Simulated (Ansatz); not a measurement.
# CH4FGaSi: one molecule under many settings, part 1 of 2

How do the results and run time of CH4FGaSi respond when the settings are drawn wide?

Method: the settings change from run to run; program: Ansatz 0.2.0, Gaussian basis.

### 1 The geometry

The geometry comes from an earlier relaxation with PBE0-D4 in a triple-zeta def2 set; it is a stationary point, not always the lowest conformer.

SMILES `F[SiH]1[CH2][GaH]1`, 8 atoms, charge 0, spin multiplicity 1.

Atoms are counted from 1 here; the program's logs count them from 0.

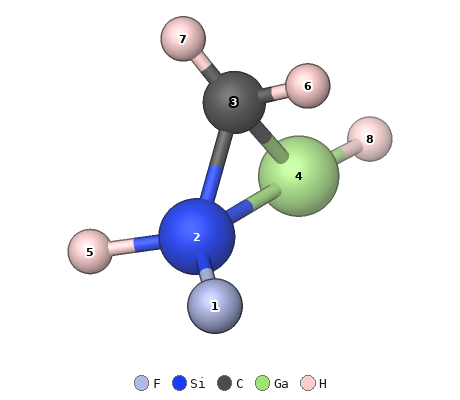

The geometry (fluorine light blue, silicon blue, carbon dark grey, gallium green, hydrogen pink); atoms are numbered from 1 in the order of the file.

### 2 CAM-B3LYP/6-31G*

This run has atoms shaken by 0.03 Å, relativity set to scalar.

File in.yaml:

```yaml
crystal:
  periodic: [false, false, false]
  atoms:
    - {symbol: F, position_ang: [-1.719896, 1.762169, -0.306656]}
    - {symbol: Si, position_ang: [-0.681078, 0.667628, -0.655127]}
    - {symbol: C, position_ang: [0.762900, 0.313933, 0.400901]}
    - {symbol: Ga, position_ang: [-0.277527, -1.499564, 0.133559]}
    - {symbol: H, position_ang: [-0.355778, 0.780467, -2.033229]}
    - {symbol: H, position_ang: [0.605362, 0.336269, 1.512562]}
    - {symbol: H, position_ang: [1.847255, 0.633671, 0.193960]}
    - {symbol: H, position_ang: [-0.028084, -2.938808, 0.751344]}
basis:
  gaussian: {orbitals: "6-31G*"}
hamiltonian: {xc: {name: CAM-B3LYP}, pseudopotentials: {relativity: scalar}}
```

Command:

```bash
> ansatz run in.yaml --threads 2 --pin off --events-out ev --progress --plain --max-ram 4352MiB
```

Standard output:

```text
Functional definition: CAM-B3LYP
  name "CAM-B3LYP"
  cite "Yanai, Tew & Handy, Chem. Phys. Lett. 393, 51 (2004) doi:10.1016/j.cplett.2004.06.011"
  cite "Iikura, Tsuneda, Yanai & Hirao, J. Chem. Phys. 115, 3540 (2001) doi:10.1063/1.1383587"
  cite "Becke, Phys. Rev. A 38, 3098 (1988) doi:10.1103/PhysRevA.38.3098"
  cite "Lee, Yang & Parr, Phys. Rev. B 37, 785 (1988) doi:10.1103/PhysRevB.37.785"
  cite "Vosko, Wilk & Nusair, Can. J. Phys. 58, 1200 (1980) doi:10.1139/p80-159"
  parameter alpha = 0.19
  parameter beta = 0.46
  parameter omega = 0.33/bohr
  parameter ac = 0.81
  # Exact exchange under (alpha + beta erf(omega r))/r, Becke's under what is left of 1/r.
  exchange = (1 - alpha - beta)*b88_x + beta*b88_x_sr(omega) + alpha*exact_x + beta*exact_x_lr(omega)
  correlation = (1 - ac)*vwn5_c + ac*lyp_c
871 factors; integrals over basis functions are off by at most 8.6e-4 eV
272 factors; integrals over basis functions are off by at most 5.6e-6 eV
mean field evaluation 1: about -64494.4605 eV, gradient 5.1e1 eV
mean field evaluation 2: about -64491.6409 eV, gradient 6.1e1 eV
mean field evaluation 4: about -64499.8897 eV, gradient 2.6e0 eV
mean field evaluation 8: about -64500.0007 eV, gradient 2.0e-1 eV
mean field evaluation 16: about -64500.0008 eV, gradient 1.4e-4 eV
mean field -64500.00084019 eV, -2370.3313112063 hartree, gradient 4.2e-5 eV, S^2 0.000000; 0 other end points of the search recorded, 0 dependent functions left out
reference -64500.00096845 eV, -2370.3313159198 hartree; 32, 32 occupied and 60, 60 virtual orbitals, 871 factors
Total energy: -64500.00096845 eV, -2370.3313159198 hartree
Relativity: scalar
```

Run time: 2.6 s. Hardware: 2 threads of Arm Neoverse V1, shared host.

### 3 PBEsol/x2c-TZVPPall

Set apart from the defaults: charge -1, multiplicity 2.

File in.yaml:

```yaml
crystal:
  periodic: [false, false, false]
  atoms:
    - {symbol: F, position_ang: [-1.734557, 1.780981, -0.295501]}
    - {symbol: Si, position_ang: [-0.683016, 0.623478, -0.645046]}
    - {symbol: C, position_ang: [0.784545, 0.260562, 0.402310]}
    - {symbol: Ga, position_ang: [-0.281440, -1.491268, 0.162537]}
    - {symbol: H, position_ang: [-0.315009, 0.769986, -2.075661]}
    - {symbol: H, position_ang: [0.592619, 0.322502, 1.485625]}
    - {symbol: H, position_ang: [1.795764, 0.607000, 0.195178]}
    - {symbol: H, position_ang: [-0.066805, -2.930241, 0.714657]}
basis:
  gaussian: {orbitals: x2c-TZVPPall}
total_charge: -1
magnetization: {spin_polarized: true, initial_magnetization: 1}
hamiltonian: {xc: {name: PBEsol}}
```

Same command.

Standard output:

```text
Functional definition: PBEsol
  name "PBEsol"
  cite "Perdew et al., Phys. Rev. Lett. 100, 136406 (2008) doi:10.1103/PhysRevLett.100.136406"
  cite "Perdew, Burke & Ernzerhof, Phys. Rev. Lett. 77, 3865 (1996) doi:10.1103/PhysRevLett.77.3865"
  parent pbesol
  exchange = pbesol_x
  correlation = pbesol_c
1236 factors; their error is unknown
mean field evaluation 1: about -64520.0130 eV, gradient 5.2e1 eV
mean field evaluation 2: about -64477.4265 eV, gradient 1.0e2 eV
mean field evaluation 4: about -64529.6418 eV, gradient 1.4e1 eV
mean field evaluation 8: about -64530.2828 eV, gradient 6.5e-2 eV
mean field evaluation 16: about -64530.2539 eV, gradient 3.9e-4 eV
mean field -64530.25387007 eV, -2371.4430895479 hartree, gradient 3.9e-5 eV, S^2 0.754412; 1 other end points of the search recorded, 0 dependent functions left out
reference -64530.25391266 eV, -2371.4430911130 hartree; 33, 32 occupied and 175, 176 virtual orbitals, 1236 factors
Total energy: -64530.25391266 eV, -2371.4430911130 hartree
Relativity: scalar
```

Wall time 6.5 s (2 threads of Arm Neoverse V1, shared host); peak memory 0.31 GiB.

⟨S²⟩ 0.754.

### 4 B97/6-31G

This run has multiplicity 3.

in.yaml, as its differences from that of step 3:

```diff
@@ -12,5 +12,5 @@
 basis:
-  gaussian: {orbitals: x2c-TZVPPall}
-total_charge: -1
-magnetization: {spin_polarized: true, initial_magnetization: 1}
-hamiltonian: {xc: {name: PBEsol}}
+  gaussian: {orbitals: 6-31G}
+magnetization: {spin_polarized: true, initial_magnetization: 2}
+hamiltonian: {xc: {name: B97}}
+output: {forces: true}
```

The command is unchanged.

Standard output (excerpt; [...] marks lines left out):

```text
Functional definition: B97
  name "B97"
  cite "Becke, J. Chem. Phys. 107, 8554 (1997) doi:10.1063/1.475007"
[...]
      + integral(e_c_pw_opposite_spin*poly(b97_u_opposite, cos0, cos1, cos2))
720 factors; integrals over basis functions are off by at most 5.5e-4 eV
[...]
mean field -64055.23053437 eV, -2353.9863039435 hartree, gradient 2.9e-5 eV, S^2 2.004911; 2 other end points of the search recorded, 0 dependent functions left out
[...]
reference -64055.23058190 eV, -2353.9863056901 hartree; 33, 31 occupied and 35, 37 virtual orbitals, 720 factors
Total energy: -64055.23058190 eV, -2353.9863056901 hartree
Atom 0 at    -1.734557     1.780981    -0.295501 Å, force    -2.590566     2.411586     0.903327 eV/Å
Atom 1 at    -0.683016     0.623478    -0.645046 Å, force     2.616254    -1.097854    -1.401378 eV/Å
Atom 2 at     0.784545     0.260562     0.402310 Å, force    -0.367384     1.578864     1.742973 eV/Å
Atom 3 at    -0.281440    -1.491268     0.162537 Å, force     0.554951    -2.832487    -0.129484 eV/Å
Atom 4 at    -0.315009     0.769986    -2.075661 Å, force    -0.243287     0.128389    -0.279034 eV/Å
Atom 5 at     0.592619     0.322502     1.485625 Å, force     0.151585     0.449449    -0.184349 eV/Å
Atom 6 at     1.795764     0.607000     0.195178 Å, force     0.257195    -0.885653    -0.690643 eV/Å
Atom 7 at    -0.066805    -2.930241     0.714657 Å, force    -0.378748     0.247706     0.038587 eV/Å
Dipole moment:     0.206593     0.088460    -0.032177 e Å
```

Run time: 9.5 s. Hardware: 2 threads of Arm Neoverse V1, shared host; peak memory 0.3 GiB.

Largest force 3.653 eV/Å, dipole 1.09 D, ⟨S²⟩ 2.005.

### 5 RPBE/x2c-TZVPPall

Set apart from the defaults: density fitting with cc-pVTZ-jkfit, D3(BJ) with three-body dispersion.

in.yaml, as its differences from that of step 4:

```diff
@@ -12,5 +12,4 @@
 basis:
-  gaussian: {orbitals: 6-31G}
-magnetization: {spin_polarized: true, initial_magnetization: 2}
-hamiltonian: {xc: {name: B97}}
+  gaussian: {orbitals: x2c-TZVPPall, fitting: {mean_field: cc-pVTZ-jkfit}}
+hamiltonian: {xc: {name: RPBE}, dispersion: d3bjatm}
 output: {forces: true}
```

Same command.

Standard output (excerpt; [...] marks lines left out):

```text
Functional definition: RPBE
  name "RPBE"
  cite "Hammer, Hansen & Nørskov, Phys. Rev. B 59, 7413 (1999) doi:10.1103/PhysRevB.59.7413"
  cite "Perdew, Burke & Ernzerhof, Phys. Rev. Lett. 77, 3865 (1996) doi:10.1103/PhysRevLett.77.3865"
[...]
606 factors; integrals over basis functions are off by at most 9.9e-1 eV
[...]
mean field -64611.31422586 eV, -2374.4220026785 hartree, gradient 3.4e-5 eV, S^2 0.000000; 0 other end points of the search recorded, 0 dependent functions left out
[...]
reference -64611.31426728 eV, -2374.4220042007 hartree; 32, 32 occupied and 176, 176 virtual orbitals, 606 factors
Total energy: -64612.51004093 eV, -2374.4659480720 hartree
Relativity: scalar
Atom 0 at    -1.734557     1.780981    -0.295501 Å, force    -0.568702     0.625909     0.179734 eV/Å
Atom 1 at    -0.683016     0.623478    -0.645046 Å, force     0.301897    -0.532143    -0.107733 eV/Å
Atom 2 at     0.784545     0.260562     0.402310 Å, force     0.187741     0.062330     0.037219 eV/Å
Atom 3 at    -0.281440    -1.491268     0.162537 Å, force    -0.160136    -0.121420    -0.098092 eV/Å
Atom 4 at    -0.315009     0.769986    -2.075661 Å, force     0.065062    -0.030715    -0.177439 eV/Å
Atom 5 at     0.592619     0.322502     1.485625 Å, force    -0.037697    -0.023489     0.163255 eV/Å
Atom 6 at     1.795764     0.607000     0.195178 Å, force     0.172952     0.073435    -0.041749 eV/Å
Atom 7 at    -0.066805    -2.930241     0.714657 Å, force     0.038882    -0.053907     0.044805 eV/Å
Dipole moment:     0.214193    -0.287393     0.049980 e Å
```

Run time: 3.3 s. Hardware: 2 threads of Arm Neoverse V1, shared host; peak memory 0.25 GiB.

Largest force 0.865 eV/Å, dipole 1.74 D.

### 6 RPA/pcseg-2

Set apart from the defaults: unrestricted orbitals, density fitting with def2-universal-jkfit.

in.yaml, as its differences from that of step 5:

```diff
@@ -12,4 +12,5 @@
 basis:
-  gaussian: {orbitals: x2c-TZVPPall, fitting: {mean_field: cc-pVTZ-jkfit}}
-hamiltonian: {xc: {name: RPBE}, dispersion: d3bjatm}
-output: {forces: true}
+  gaussian: {orbitals: pcseg-2, fitting: {mean_field: def2-universal-jkfit}}
+magnetization: {spin_polarized: true, initial_magnetization: 0}
+hamiltonian: {xc: {name: HF}}
+correlation: {method: rpa}
```

Same command.

Standard output:

```text
Functional definition: HF
  name "HF"
  cite "Fock, Z. Phys. 61, 126 (1930) doi:10.1007/BF01340294"
  parent pbe
  exchange = exact_x
  correlation = 0
618 factors; integrals over basis functions are off by at most 1.2e0 eV
mean field evaluation 1: about -63993.7183 eV, gradient 2.9e1 eV
mean field evaluation 2: about -63996.6881 eV, gradient 1.7e1 eV
mean field evaluation 4: about -63997.9855 eV, gradient 4.7e-1 eV
mean field -63997.98921185 eV, -2351.8827241403 hartree, gradient 1.3e-6 eV, S^2 0.000000; 0 other end points of the search recorded, 0 dependent functions left out
16 core orbitals not correlated: weight in the atoms' cores, before any rotation towards them, 1.000 or more for the frozen orbitals, at most 0.000 for the correlated occupied ones
reference -63997.98921185 eV, -2351.8827241403 hartree; 16, 16 occupied and 161, 161 virtual orbitals, 618 factors
Total energy: -64019.72963699 eV, -2352.6816700280 hartree
```

Wall time 4 s (2 threads of Arm Neoverse V1, shared host); peak memory 0.4 GiB.

⟨S²⟩ 0.000.

(Continued in part 2 of 2.)
